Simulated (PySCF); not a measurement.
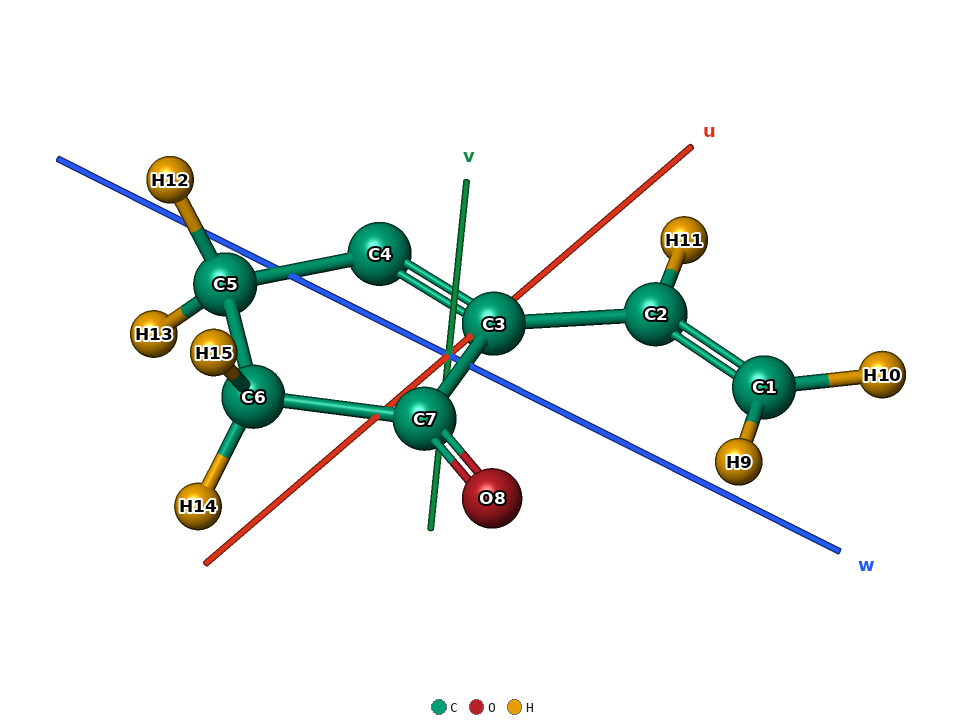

The lines u, v and w are the principal axes of the g tensor. The species is neutral and a spin doublet. The geometry was computed by an optimisation with GFN2-xTB. No frequency run is at hand to confirm it as a minimum. Level of theory: UKS B3LYP, pcH-1 on C H O, non-relativistic, mean-field spin-orbit, GIAO (PySCF 2.14.0).

### Along which axis does g lie farthest from the free-electron value?

Along v: the shift is 947 ppm.

Give the principal values and shifts.

```json
{"axis": "u", "g": "2.00163", "shift (ppm)": "−692"}
{"axis": "v", "g": "2.00327", "shift (ppm)": "947"}
{"axis": "w", "g": "2.00248", "shift (ppm)": "157"}
```
